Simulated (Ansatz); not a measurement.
# CH₅InO: a spread of methods and bases

How do the results and run time of CH₅InO respond when the settings are drawn wide?

Program: Ansatz 0.2.0, Gaussian basis. Level of theory: the settings change from run to run. These are calculated values, not measurements.

1 further run of the same task is left out (for a known fault of the program).

## Step 1: The geometry

The structure was relaxed beforehand with PBE0-D4 in a triple-zeta def2 set. In takes a core potential in def2 sets; no spin-orbit term is included.

SMILES `C[O][InH2]`, 8 atoms, charge 0, spin multiplicity 1.

Atoms are counted from 1 here; the program's logs count them from 0.

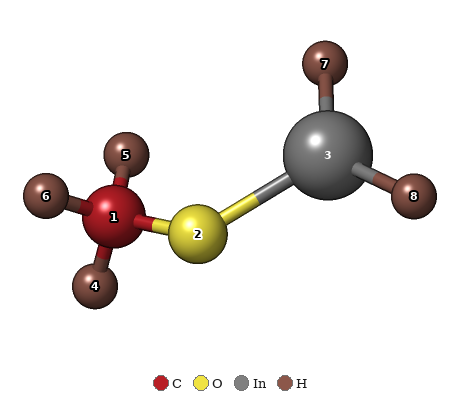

The structure; carbon red, oxygen yellow, indium grey, hydrogen brown; atoms are numbered from 1 in the order of the file.

## Step 2: CAM-B3LYP/x2c-TZVPPall

in.yaml

```yaml
crystal:
  periodic: [false, false, false]
  atoms:
    - {symbol: C, position_ang: [-0.599876, 1.070029, -0.393565]}
    - {symbol: O, position_ang: [-0.772833, -0.170293, 0.227097]}
    - {symbol: In, position_ang: [0.705187, -1.456603, 0.556939]}
    - {symbol: H, position_ang: [-1.220779, 1.135606, -1.296630]}
    - {symbol: H, position_ang: [0.439320, 1.274031, -0.695120]}
    - {symbol: H, position_ang: [-0.910056, 1.881009, 0.278382]}
    - {symbol: H, position_ang: [2.211226, -0.867397, -0.008997]}
    - {symbol: H, position_ang: [0.147801, -2.866382, 1.331893]}
basis:
  gaussian: {orbitals: x2c-TZVPPall}
hamiltonian: {xc: {name: CAM-B3LYP}}
```

Run with:

```sh
ansatz run in.yaml --threads 4 --pin off --events-out ev --progress --plain --max-ram 10444MiB
```

Standard output:

```text
Functional definition: CAM-B3LYP
  name "CAM-B3LYP"
  cite "Yanai, Tew & Handy, Chem. Phys. Lett. 393, 51 (2004) doi:10.1016/j.cplett.2004.06.011"
  cite "Iikura, Tsuneda, Yanai & Hirao, J. Chem. Phys. 115, 3540 (2001) doi:10.1063/1.1383587"
  cite "Becke, Phys. Rev. A 38, 3098 (1988) doi:10.1103/PhysRevA.38.3098"
  cite "Lee, Yang & Parr, Phys. Rev. B 37, 785 (1988) doi:10.1103/PhysRevB.37.785"
  cite "Vosko, Wilk & Nusair, Can. J. Phys. 58, 1200 (1980) doi:10.1139/p80-159"
  parameter alpha = 0.19
  parameter beta = 0.46
  parameter omega = 0.33/bohr
  parameter ac = 0.81
  # Exact exchange under (alpha + beta erf(omega r))/r, Becke's under what is left of 1/r.
  exchange = (1 - alpha - beta)*b88_x + beta*b88_x_sr(omega) + alpha*exact_x + beta*exact_x_lr(omega)
  correlation = (1 - ac)*vwn5_c + ac*lyp_c
1281 factors; their error is unknown
270 factors; integrals over basis functions are off by at most 3.5e-5 eV
mean field evaluation 1: about -163200.7686 eV, gradient 5.7e1 eV
mean field evaluation 2: about -163177.9449 eV, gradient 1.2e2 eV
mean field evaluation 4: about -163206.8203 eV, gradient 5.6e0 eV
mean field evaluation 8: about -163206.8797 eV, gradient 6.9e-2 eV
mean field evaluation 16: about -163207.1642 eV, gradient 5.5e-5 eV
mean field -163207.16423624 eV, -5997.7526598928 hartree, gradient 5.5e-5 eV, S^2 0.000000; 0 other end points of the search recorded, 0 dependent functions left out
reference -163207.16437475 eV, -5997.7526649827 hartree; 34, 34 occupied and 158, 158 virtual orbitals, 1281 factors
Total energy: -163207.16437475 eV, -5997.7526649827 hartree
Relativity: scalar
```

Run time: 2.3 s. Hardware: 4 threads of Arm Neoverse V2, shared host; peak memory 0.43 GiB.

## Step 3: wB97/ANO-RCC-VTZP

Changes to in.yaml since step 2:

```diff
@@ -12,3 +12,3 @@
 basis:
-  gaussian: {orbitals: x2c-TZVPPall}
-hamiltonian: {xc: {name: CAM-B3LYP}}
+  gaussian: {orbitals: ANO-RCC-VTZP}
+hamiltonian: {xc: {name: wB97}}
```

The command is unchanged.

Standard output (excerpt; [...] marks lines left out):

```text
Functional definition: wB97
  name "wB97"
  cite "Chai & Head-Gordon, J. Chem. Phys. 128, 084106 (2008) doi:10.1063/1.2834918"
  cite "Becke, J. Chem. Phys. 107, 8554 (1997) doi:10.1063/1.475007"
[...]
  # The coefficients of nought are those of the uniform gas.
[...]
      + integral(e_c_pw_opposite_spin*poly(b97_u_opposite, 1, cos1, cos2, cos3, cos4))
1340 factors; their error is unknown
418 factors; integrals over basis functions are off by at most 1.1e-4 eV
[...]
mean field -163210.91666838 eV, -5997.8905592303 hartree, gradient 4.2e-5 eV, S^2 0.000000; 0 other end points of the search recorded, 0 dependent functions left out
reference -163210.91664446 eV, -5997.8905583514 hartree; 34, 34 occupied and 164, 164 virtual orbitals, 1340 factors
Total energy: -163210.91664446 eV, -5997.8905583514 hartree
Relativity: scalar
```

Wall time 9 s (4 threads of Arm Neoverse V2, shared host); peak memory 0.51 GiB.

## Step 4: SPW92/def2-mTZVPP

This run has charge -1, multiplicity 2, relativity set to none.

Changes to in.yaml since step 3:

```diff
@@ -12,3 +12,5 @@
 basis:
-  gaussian: {orbitals: ANO-RCC-VTZP}
-hamiltonian: {xc: {name: wB97}}
+  gaussian: {orbitals: def2-mTZVPP}
+total_charge: -1
+magnetization: {spin_polarized: true, initial_magnetization: 1}
+hamiltonian: {xc: {name: SPW92}, pseudopotentials: {relativity: none}}
```

The command is unchanged.

Standard output:

```text
Functional definition: SPW92
  name "SPW92"
  cite "Dirac, Proc. Camb. Phil. Soc. 26, 376 (1930) doi:10.1017/S0305004100016108"
  cite "Slater, Phys. Rev. 81, 385 (1951) doi:10.1103/PhysRev.81.385"
  cite "Perdew & Wang, Phys. Rev. B 45, 13244 (1992) doi:10.1103/PhysRevB.45.13244"
  exchange = slater_x
  correlation = pw_c
989 factors; their error is unknown
mean field evaluation 1: about -8303.8516 eV, gradient 2.1e1 eV
mean field evaluation 2: about -8303.2152 eV, gradient 2.5e1 eV
mean field evaluation 4: about -8305.7262 eV, gradient 3.0e0 eV
mean field evaluation 8: about -8305.7605 eV, gradient 2.8e-2 eV
mean field evaluation 16: about -8305.7460 eV, gradient 2.0e-5 eV
mean field -8305.74601692 eV, -305.2305362848 hartree, gradient 2.0e-5 eV, S^2 0.750980; 0 other end points of the search recorded, 0 dependent functions left out
reference -8305.74606384 eV, -305.2305380094 hartree; 21, 20 occupied and 83, 84 virtual orbitals, 989 factors
Total energy: -8305.74606384 eV, -305.2305380094 hartree
```

It took 0.6 s on 4 threads of Arm Neoverse V2, shared host.

⟨S²⟩ 0.751.

## Step 5: B97/def2-mTZVP

Options: multiplicity 3.

Changes to in.yaml since step 4:

```diff
@@ -12,5 +12,5 @@
 basis:
-  gaussian: {orbitals: def2-mTZVPP}
-total_charge: -1
-magnetization: {spin_polarized: true, initial_magnetization: 1}
-hamiltonian: {xc: {name: SPW92}, pseudopotentials: {relativity: none}}
+  gaussian: {orbitals: def2-mTZVP}
+magnetization: {spin_polarized: true, initial_magnetization: 2}
+hamiltonian: {xc: {name: B97}}
+output: {forces: true}
```

The command is unchanged.

Standard output (excerpt; [...] marks lines left out):

```text
Functional definition: B97
  name "B97"
  cite "Becke, J. Chem. Phys. 107, 8554 (1997) doi:10.1063/1.475007"
[...]
      + integral(e_c_pw_opposite_spin*poly(b97_u_opposite, cos0, cos1, cos2))
1007 factors; integrals over basis functions are off by at most 9.4e-4 eV
[...]
mean field -8334.62780305 eV, -306.2919223484 hartree, gradient 3.0e-7 eV, S^2 2.006103; 7 other end points of the search recorded, 0 dependent functions left out
[...]
reference -8334.62786271 eV, -306.2919245408 hartree; 21, 19 occupied and 73, 75 virtual orbitals, 1007 factors
Total energy: -8334.62786271 eV, -306.2919245408 hartree
Atom 0 at    -0.599876     1.070029    -0.393565 Å, force     0.536308     0.054742     0.228177 eV/Å
Atom 1 at    -0.772833    -0.170293     0.227097 Å, force    -2.153344     3.177495    -0.815451 eV/Å
Atom 2 at     0.705187    -1.456603     0.556939 Å, force     2.521745    -2.892876     0.799009 eV/Å
Atom 3 at    -1.220779     1.135606    -1.296630 Å, force    -0.324976    -0.164362    -0.077390 eV/Å
Atom 4 at     0.439320     1.274031    -0.695120 Å, force    -0.136830    -0.345414    -0.080041 eV/Å
Atom 5 at    -0.910056     1.881009     0.278382 Å, force    -0.347966    -0.121297     0.066709 eV/Å
Atom 6 at     2.211226    -0.867397    -0.008997 Å, force     0.039390     0.361766    -0.044961 eV/Å
Atom 7 at     0.147801    -2.866382     1.331893 Å, force    -0.134327    -0.070054    -0.076051 eV/Å
Dipole moment:    -0.379979     0.854096    -0.385682 e Å
```

It took 17 s on 4 threads of Arm Neoverse V2, shared host; peak memory 0.35 GiB.

Largest force 3.924 eV/Å, dipole 4.86 D, ⟨S²⟩ 2.006.

## Step 6: wB97X-V/def2-TZVP

This run has atoms shaken by 0.03 Å, the search for lower states set to light.

in.yaml

```yaml
crystal:
  periodic: [false, false, false]
  atoms:
    - {symbol: C, position_ang: [-0.636260, 1.128627, -0.377292]}
    - {symbol: O, position_ang: [-0.801498, -0.149822, 0.223847]}
    - {symbol: In, position_ang: [0.680454, -1.420337, 0.600763]}
    - {symbol: H, position_ang: [-1.227070, 1.156217, -1.312407]}
    - {symbol: H, position_ang: [0.461211, 1.243205, -0.761533]}
    - {symbol: H, position_ang: [-0.901116, 1.838370, 0.262105]}
    - {symbol: H, position_ang: [2.186223, -0.845039, -0.005529]}
    - {symbol: H, position_ang: [0.200749, -2.862733, 1.386766]}
basis:
  gaussian: {orbitals: def2-TZVP}
hamiltonian: {xc: {name: wB97X-V}}
scf: {lower_state_search: light}
output: {forces: true}
```

Same command.

Standard output (excerpt; [...] marks lines left out):

```text
Functional definition: wB97X-V
  name "wB97X-V"
  cite "Mardirossian & Head-Gordon, Phys. Chem. Chem. Phys. 16, 9904 (2014) doi:10.1039/C3CP54374A"
  cite "Becke, J. Chem. Phys. 107, 8554 (1997) doi:10.1063/1.475007"
  cite "Vydrov & Van Voorhis, J. Chem. Phys. 133, 244103 (2010) doi:10.1063/1.3521275"
[...]
      + integral(e_c_pw_opposite_spin*poly(b97_u_opposite, cos0, cos1)) + vv10(b, c)
1003 factors; their error is unknown
258 factors; integrals over basis functions are off by at most 2.0e-5 eV
[...]
mean field -8338.20818175 eV, -306.4234988388 hartree, gradient 2.6e-5 eV, S^2 0.000000; 0 other end points of the search recorded, 0 dependent functions left out
[...]
reference -8338.20817913 eV, -306.4234987426 hartree; 20, 20 occupied and 122, 122 virtual orbitals, 1003 factors
Total energy: -8338.20817913 eV, -306.4234987426 hartree
Atom 0 at    -0.636260     1.128627    -0.377292 Å, force     2.899006    -4.216838    -4.013910 eV/Å
Atom 1 at    -0.801498    -0.149822     0.223847 Å, force    -0.061440     0.129577     0.116310 eV/Å
Atom 2 at     0.680454    -1.420337     0.600763 Å, force    -0.001726     0.025441    -0.109358 eV/Å
Atom 3 at    -1.227070     1.156217    -1.312407 Å, force    -0.116821     0.215945     0.400875 eV/Å
Atom 4 at     0.461211     1.243205    -0.761533 Å, force    -1.534937     0.284080     0.820787 eV/Å
Atom 5 at    -0.901116     1.838370     0.262105 Å, force    -1.077678     3.425398     2.764168 eV/Å
Atom 6 at     2.186223    -0.845039    -0.005529 Å, force    -0.113760    -0.034782     0.078426 eV/Å
Atom 7 at     0.200749    -2.862733     1.386766 Å, force     0.007356     0.171180    -0.057298 eV/Å
Dipole moment:     0.293703    -0.065203     0.019035 e Å
```

It took 3.8 s on 4 threads of Arm Neoverse V2, shared host; peak memory 0.37 GiB.

Largest force 6.504 eV/Å, dipole 1.45 D.

## Step 7: wB97/def2-SVP

Set apart from the defaults: multiplicity 3, atoms shaken by 0.03 Å, a grid of angular degree 11, high accuracy, the search for lower states set to light.

in.yaml

```yaml
crystal:
  periodic: [false, false, false]
  atoms:
    - {symbol: C, position_ang: [-0.582312, 1.081393, -0.368771]}
    - {symbol: O, position_ang: [-0.752367, -0.196473, 0.228915]}
    - {symbol: In, position_ang: [0.758645, -1.448332, 0.533190]}
    - {symbol: H, position_ang: [-1.198877, 1.147217, -1.250742]}
    - {symbol: H, position_ang: [0.399303, 1.289357, -0.705602]}
    - {symbol: H, position_ang: [-0.922352, 1.874584, 0.292836]}
    - {symbol: H, position_ang: [2.162316, -0.904230, -0.017303]}
    - {symbol: H, position_ang: [0.103763, -2.880783, 1.313736]}
basis:
  gaussian: {orbitals: def2-SVP, final_grid: {core_spheres: 5, valence_spheres: 4, degree: 11}}
magnetization: {spin_polarized: true, initial_magnetization: 2}
hamiltonian: {xc: {name: wB97}}
accuracy: high
scf: {lower_state_search: light}
output: {forces: true}
```

The command is unchanged.

Standard output (excerpt; [...] marks lines left out):

```text
Functional definition: wB97
  name "wB97"
  cite "Chai & Head-Gordon, J. Chem. Phys. 128, 084106 (2008) doi:10.1063/1.2834918"
  cite "Becke, J. Chem. Phys. 107, 8554 (1997) doi:10.1063/1.475007"
[...]
  # The coefficients of nought are those of the uniform gas.
[...]
      + integral(e_c_pw_opposite_spin*poly(b97_u_opposite, 1, cos1, cos2, cos3, cos4))
1946 factors; integrals over basis functions are off by at most 3.6e-9 eV
510 factors; integrals over basis functions are off by at most 1.7e-9 eV
[...]
mean field -8331.54709096 eV, -306.1787082673 hartree, gradient 4.4e-8 eV, S^2 2.006966; 4 other end points of the search recorded, 0 dependent functions left out
[...]
reference -8331.54709072 eV, -306.1787082584 hartree; 21, 19 occupied and 58, 60 virtual orbitals, 1946 factors
Total energy: -8331.54709072 eV, -306.1787082584 hartree
Atom 0 at    -0.582312     1.081393    -0.368771 Å, force    -0.500841    -1.346587     0.783926 eV/Å
Atom 1 at    -0.752367    -0.196473     0.228915 Å, force    -3.288524     4.619543    -1.453485 eV/Å
Atom 2 at     0.758645    -1.448332     0.533190 Å, force     2.353130    -4.549236     1.905915 eV/Å
Atom 3 at    -1.198877     1.147217    -1.250742 Å, force    -1.090671    -0.341896    -0.660235 eV/Å
Atom 4 at     0.399303     1.289357    -0.705602 Å, force     1.883044    -0.006650    -0.157534 eV/Å
Atom 5 at    -0.922352     1.874584     0.292836 Å, force    -0.468831     0.109036     0.697318 eV/Å
Atom 6 at     2.162316    -0.904230    -0.017303 Å, force     1.075764     0.774254    -0.698551 eV/Å
Atom 7 at     0.103763    -2.880783     1.313736 Å, force     0.036930     0.741536    -0.417353 eV/Å
Dipole moment:    -0.553971     1.112661    -0.468002 e Å
```

Run time: 3.4 s. Hardware: 4 threads of Arm Neoverse V2, shared host.

Largest force 5.854 eV/Å, dipole 6.38 D, ⟨S²⟩ 2.007.

## Step 8: rPW86-PBE/def2-mTZVPP

Set apart from the defaults: charge +1, multiplicity 2, restricted open-shell orbitals, relativity set to scalar.

in.yaml

```yaml
crystal:
  periodic: [false, false, false]
  atoms:
    - {symbol: C, position_ang: [-0.599876, 1.070029, -0.393565]}
    - {symbol: O, position_ang: [-0.772833, -0.170293, 0.227097]}
    - {symbol: In, position_ang: [0.705187, -1.456603, 0.556939]}
    - {symbol: H, position_ang: [-1.220779, 1.135606, -1.296630]}
    - {symbol: H, position_ang: [0.439320, 1.274031, -0.695120]}
    - {symbol: H, position_ang: [-0.910056, 1.881009, 0.278382]}
    - {symbol: H, position_ang: [2.211226, -0.867397, -0.008997]}
    - {symbol: H, position_ang: [0.147801, -2.866382, 1.331893]}
basis:
  gaussian: {orbitals: def2-mTZVPP}
total_charge: 1
magnetization: {spin_polarized: false, initial_magnetization: 1}
hamiltonian: {xc: {name: rPW86-PBE}, pseudopotentials: {relativity: scalar}}
```

The command is unchanged.

Standard output (excerpt; [...] marks lines left out):

```text
Functional definition: rPW86-PBE
  name "rPW86-PBE"
  cite "Murray, Lee & Langreth, J. Chem. Theory Comput. 5, 2754 (2009) doi:10.1021/ct900365q"
  cite "Perdew, Burke & Ernzerhof, Phys. Rev. Lett. 77, 3865 (1996) doi:10.1103/PhysRevLett.77.3865"
  parent pbe
[...]
989 factors; their error is unknown
[...]
mean field -8344.23670458 eV, -306.6450429667 hartree, gradient 1.4e-6 eV, S^2 0.750000; 6 other end points of the search recorded, 0 dependent functions left out
reference -8344.23683523 eV, -306.6450477680 hartree; 20, 19 occupied and 84, 85 virtual orbitals, 989 factors
Total energy: -8344.23683523 eV, -306.6450477680 hartree
Relativity: scalar
```

Run time: 11 s. Hardware: 4 threads of Arm Neoverse V2, shared host; peak memory 0.33 GiB.

## Step 9: PBE0-DH/def2-TZVP

Changes to in.yaml since step 8:

```diff
@@ -12,5 +12,4 @@
 basis:
-  gaussian: {orbitals: def2-mTZVPP}
-total_charge: 1
-magnetization: {spin_polarized: false, initial_magnetization: 1}
-hamiltonian: {xc: {name: rPW86-PBE}, pseudopotentials: {relativity: scalar}}
+  gaussian: {orbitals: def2-TZVP}
+hamiltonian: {xc: {name: PBE0-DH}}
+output: {forces: true}
```

The command is unchanged.

Standard output (excerpt; [...] marks lines left out):

```text
Functional definition: PBE0-DH
  name "PBE0-DH"
  cite "Brémond & Adamo, J. Chem. Phys. 135, 024106 (2011) doi:10.1063/1.3604569"
  cite "Perdew, Burke & Ernzerhof, Phys. Rev. Lett. 77, 3865 (1996) doi:10.1103/PhysRevLett.77.3865"
[...]
1140 factors; integrals over basis functions are off by at most 1.2e-3 eV
[...]
mean field -8331.53663404 eV, -306.1783239825 hartree, gradient 6.2e-6 eV, S^2 0.000000; 0 other end points of the search recorded, 0 dependent functions left out
6 core orbitals not correlated: weight in the atoms' cores, before any rotation towards them, 1.000 or more for the frozen orbitals, at most 0.000 for the correlated occupied ones
reference -8331.53665974 eV, -306.1783249272 hartree; 14, 14 occupied and 122, 122 virtual orbitals, 1140 factors
second order -23.21362102 eV of doubles, -0.00000000 eV of singles
[...]
Total energy: -8334.43836237 eV, -306.2849605319 hartree
Atom 0 at    -0.599876     1.070029    -0.393565 Å, force    -0.021057     0.001633     0.003328 eV/Å
Atom 1 at    -0.772833    -0.170293     0.227097 Å, force     0.174757     0.024210    -0.044465 eV/Å
Atom 2 at     0.705187    -1.456603     0.556939 Å, force    -0.116949     0.112064    -0.031050 eV/Å
Atom 3 at    -1.220779     1.135606    -1.296630 Å, force     0.076671    -0.015784     0.112696 eV/Å
Atom 4 at     0.439320     1.274031    -0.695120 Å, force    -0.119665    -0.038532     0.042098 eV/Å
Atom 5 at    -0.910056     1.881009     0.278382 Å, force     0.038658    -0.105920    -0.078008 eV/Å
Atom 6 at     2.211226    -0.867397    -0.008997 Å, force    -0.074924    -0.044996     0.035360 eV/Å
Atom 7 at     0.147801    -2.866382     1.331893 Å, force     0.042509     0.067325    -0.039959 eV/Å
Dipole moment:     0.338291    -0.113161    -0.010315 e Å
```

Wall time 4.5 s (4 threads of Arm Neoverse V2, shared host); peak memory 0.49 GiB.

Largest force 0.182 eV/Å, dipole 1.71 D.

## Step 10: All runs side by side

```csv
level,charge,multiplicity,geometry,functions,energy (eV),time
CAM-B3LYP/x2c-TZVPPall,0,1,relaxed,192,-163207.164,2.3 s
wB97/ANO-RCC-VTZP,0,1,relaxed,198,-163210.917,9 s
SPW92/def2-mTZVPP,-1,2,relaxed,104,-8305.746,0.6 s
B97/def2-mTZVP,0,3,relaxed,94,-8334.628,17 s
wB97X-V/def2-TZVP,0,1,shaken,142,-8338.208,3.8 s
wB97/def2-SVP,0,3,shaken,79,-8331.547,3.4 s
rPW86-PBE/def2-mTZVPP,1,2,relaxed,104,-8344.237,11 s
PBE0-DH/def2-TZVP,0,1,relaxed,142,-8334.438,4.5 s
```

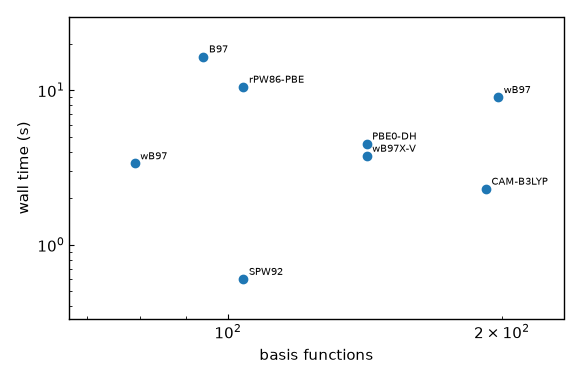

Wall time against the number of basis functions (shared host).

## Step 11: Results

| quantity | value |
| --- | --- |
| runs | 8 |
| quickest | SPW92/def2-mTZVPP, 0.6 s |
| slowest | B97/def2-mTZVP, 17 s |
| spread of total energies, same state and geometry | 154876.5 eV |

In words: B97/def2-mTZVP took 28 times as long as SPW92/def2-mTZVPP. The jobs differ in tasks and options as well as level. Total energies at one charge and spin differ by 154876 eV between levels, so only differences within one level mean anything. Some of these runs are scalar-relativistic and others not, which shifts the totals of all-electron atoms past neon by eV; core potentials, where a basis has them, take the core out of the total altogether. At the PBE0-D4/def2-TZVP geometry and in the same state, runs without warnings or point charges leave forces up to 0.18 eV/Å (PBE0-DH/def2-TZVP), against 6.5 eV/Å where the atoms were moved.
